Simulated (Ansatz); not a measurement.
# ClH₃Si···H (doublet): what the fields show

Input file:

```
crystal:
  periodic: [false, false, false]
  atoms:
    - { symbol: H, position_ang: [-0.513455, 0.352294, 0.735513] }
    - { symbol: Si, position_ang: [0.433404, -0.272971, -0.166524] }
    - { symbol: Cl, position_ang: [-0.183537, 0.044373, -2.111428] }
    - { symbol: H, position_ang: [-2.012926, 1.292517, 1.494938] }
    - { symbol: H, position_ang: [1.78467, 0.323001, -0.012986] }
    - { symbol: H, position_ang: [0.491845, -1.739215, 0.060487] }
magnetization:
  spin_polarized: true
  initial_magnetization: 1
basis:
  gaussian: { orbitals: "6-31G*" }
hamiltonian:
  xc: pbe0
  dispersion: d4
relax:
  f_tol: 0.03
  max_steps: 50
output:
  orbitals: {}
```

Command:

```sh
ansatz run input.yaml --threads 1 --pin off --max-ram 2048MiB --backend cpu --events-out ev --progress --plain --runs-dir out
```

The fields are those of the relaxed geometry.

These are results of UKS PBE0-D4/6-31G* (Ansatz), not measurements.

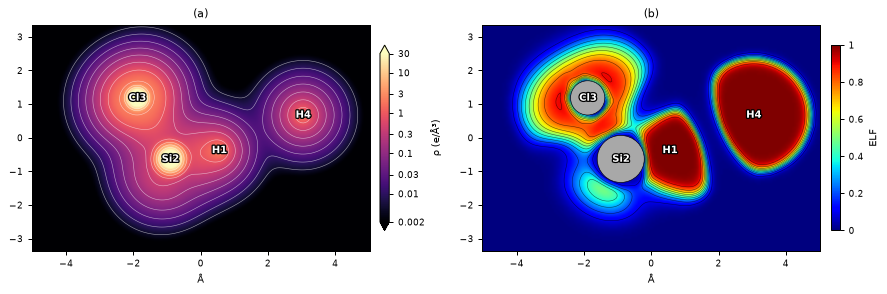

Figure 1. (a) total electron density; (b) ELF on the plane of atoms H1, Si2 and Cl3. Grey discs cover the atomic cores in the ELF map.

### Read the bonding off the picture.

Atoms in the plane: H, Si and Cl.
Si–Cl (2.06 Å): the density is about 0.87 e/Å³ at the midpoint; the ELF peaks at about 0.90 between the atoms: a polar covalent bond.
Si–H (1.48 Å): the density is about 0.8 e/Å³ at the midpoint; the ELF climbs to about 1 towards the hydrogen, as it does in any bond to H.
The ELF also peaks beside Cl3, away from the bonds: non-bonding electrons, paired or unpaired.

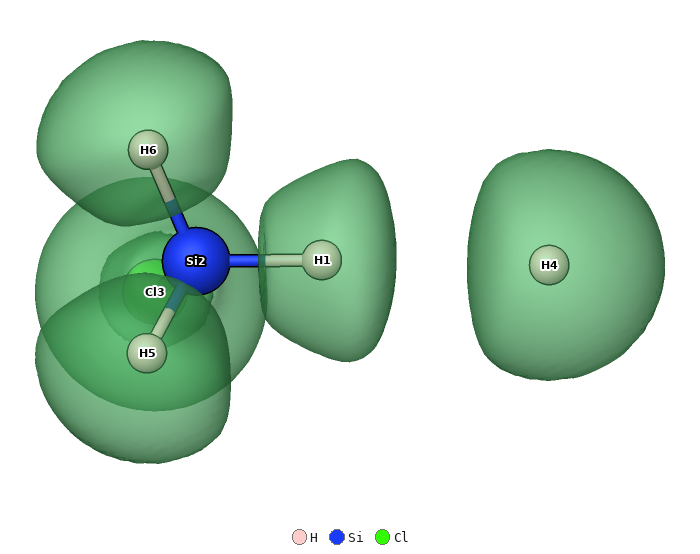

Figure 2. Isosurface of the electron localisation function at 0.75 (green), seen from one side. Only the valence region is drawn (cores and ρ < 0.01 e/Å³ removed).

### What do the ELF domains correspond to?

The ELF exceeds this value in four regions around hydrogen nuclei and one region on Cl in which the atom's valence shell and bonds are merged.

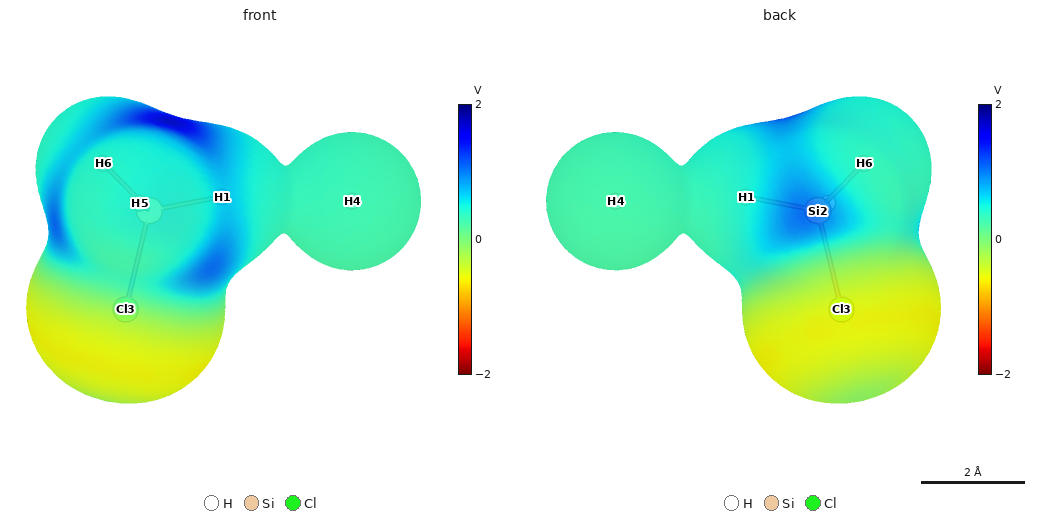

Figure 3. The molecular electrostatic potential painted on the density surface at 0.002 e/bohr³, seen from the front and from behind; the colour scale runs from red (negative) to blue (positive).

### Which sites attract a positive test charge, and which a negative one?

A positive charge is drawn to the negative regions and a negative charge to the positive ones. The most negative region (about −0.6 V) lies over Cl3, the most positive (about +1.6 V) over Si2.
